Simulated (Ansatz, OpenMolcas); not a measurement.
## CH6GeO (SMILES C[O][GeH3]): methods side by side

CH6GeO: 9 atoms, total charge 0, spin state singlet. SMILES: `C[O][GeH3]`. The coordinates come from a PBE0-D4/def2-TZVP relaxation.

Quantity: the vertical ionisation energy (to the doublet cation), in eV. The values are calculated.

```
            level                    kind     program  value (eV)  less CCSD(T)/cc-pVDZ  CPU time (all runs)
       HF/cc-pVDZ            Hartree–Fock      Ansatz        8.96                 -0.99                8.8 s
    SVWN5/cc-pVDZ                     LDA      Ansatz        9.69                 -0.26                 11 s
   revPBE/cc-pVDZ                     GGA      Ansatz        9.55                 -0.40                 18 s
   r2SCAN/cc-pVDZ                meta-GGA      Ansatz        9.72                 -0.23                 40 s
   M06-2X/cc-pVDZ         hybrid meta-GGA  OpenMolcas       10.16                 +0.21              1.8 min
CAM-B3LYP/cc-pVDZ  range-separated hybrid      Ansatz        9.98                 +0.03                 24 s
    HSE06/cc-pVDZ  range-separated hybrid      Ansatz        9.85                 -0.10                 25 s
  CCSD(T)/cc-pVDZ   coupled cluster or CI      Ansatz        9.95                  0.00                 89 s
```

Differences are taken from CCSD(T)/cc-pVDZ for orientation; it has basis-set and higher-order errors of its own. All-electron rows without a relativistic Hamiltonian named are non-relativistic. The values span 8.96 to 10.16 eV. In the correlated wave-function rows the outer d shell of Ge is correlated, in sets not made for it. Times are those of the runs behind each value, whatever else they computed, on shared processors of several kinds: orders of magnitude only.

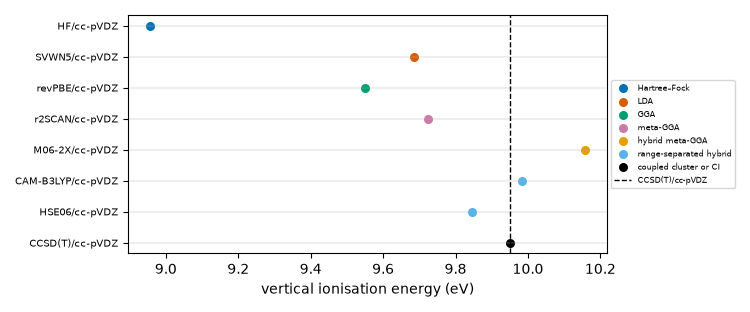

The values of the table, level by level.
